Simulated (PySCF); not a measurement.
C₄H₂NO₂, doublet, SMILES `N#C/C=C/C([O])=O`.

Level of theory: B3LYP/6-31+G* (PySCF), at a geometry from GFN2-xTB. No frequency check shows the geometry to be a minimum. The stability of the open-shell solution wasn't checked. GFN2-xTB doesn't know the spin state, so this open-shell geometry is rough.

Input script:

```python
import numpy as np
from pyscf import gto, scf, dft
from pyscf.scf import atom_ks, atom_hf
from scipy.linalg import block_diag

def solve(mol, dm0=None, hcore=None):
    mf = (dft.UKS if mol.spin else dft.RKS)(mol, xc='b3lyp')
    mf.grids.level = 3
    mf = mf.density_fit(auxbasis='def2-universal-jkfit')
    mf.conv_tol, mf.max_cycle = 1e-8, 80
    if hcore is not None:
        mf.get_hcore = lambda *args: hcore
    mf.kernel(dm0)
    if not mf.converged:
        mf = mf.newton().run(mf.mo_coeff, mf.mo_occ, max_cycle=30)
    assert mf.converged, 'SCF not converged'
    return mf

mol = gto.M(atom='''
N     -3.35960     0.23894     0.00000
C     -2.25079    -0.04019     0.00000
C     -0.88793    -0.42206     0.00000
C      0.06974     0.47953     0.00000
C      1.67268    -0.01056     0.00000
O      1.73259    -1.20612     0.00000
O      2.34268     0.98403     0.00000
H     -0.69289    -1.48781     0.00000
H     -0.01428     1.55163     0.00000
''', basis='6-31+g*', charge=0, spin=1, verbose=4)
mf = solve(mol)
mf.analyze()
# spherically averaged free atoms, for the promolecule
atm = atom_ks.get_atm_nrks(mol, xc='b3lyp')
pro = block_diag(*[(atm[a[0]][2] * atm[a[0]][3]) @ atm[a[0]][2].T for a in mol._atom])
np.savez('result.npz', e=mf.e_tot, c=mf.mo_coeff, occ=mf.mo_occ, eps=mf.mo_energy, pro=pro, dip=mf.dip_moment(verbose=0), s2=mf.spin_square()[0])
```

Launched as:

```sh
OMP_NUM_THREADS=1 python input.py
```

The run took 38 s on 1 thread of Arm Neoverse V2, on a shared host, peak memory 0.53 GiB.

Partitions, critical points and surface values were worked out afterwards from this run's density.

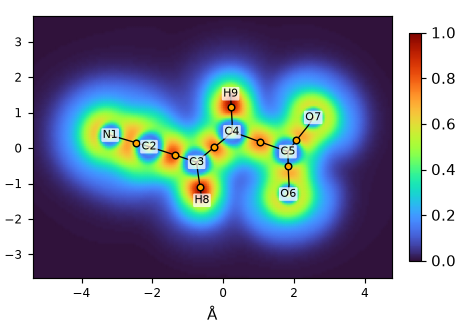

Localised orbital locator (LOL) in the molecular plane, with bond paths and bond critical points (dots).

Rank the bonds in the plane by LOL at their critical points.

C4–H9: about 0.93; C3–H8: about 0.92; C2–C3: about 0.81; C3–C4: about 0.78; C4–C5: about 0.76; C5–O6: about 0.46; C5–O7: about 0.45; N1–C2: about 0.45. Values above 0.5 mark slow, localised electrons, as in shared pairs; low values at a critical point mark a polar or closed-shell contact whose critical point lies between the shells.

Where along C5–O7 does the critical point lie?

0.40 Å from C5 and 0.80 Å from O7.
